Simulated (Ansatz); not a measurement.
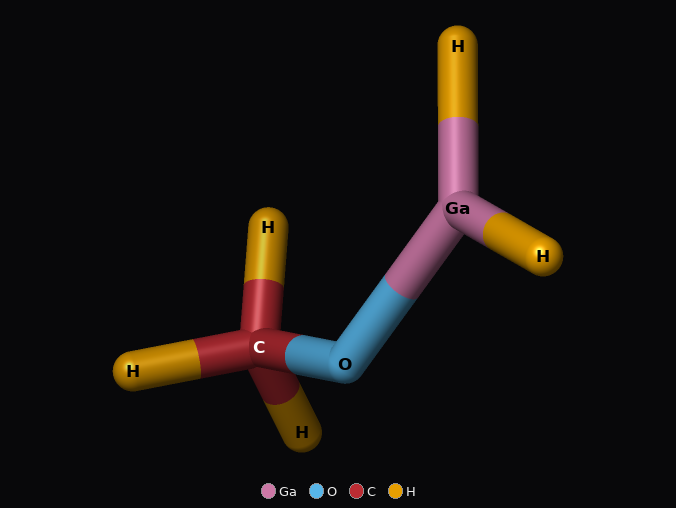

Computed geometry: PBE0-D4/def2-TZVP optimisation. Method: RKS PBE0-D4/def2-TZVPP (Ansatz 0.2.0).

Give the HOMO energy (Kohn–Sham orbital) at this level.

−7.85 eV.

Estimate the dispersion correction.

−9.7 kJ/mol.

Estimate the HOMO–LUMO gap.

6.64 eV.
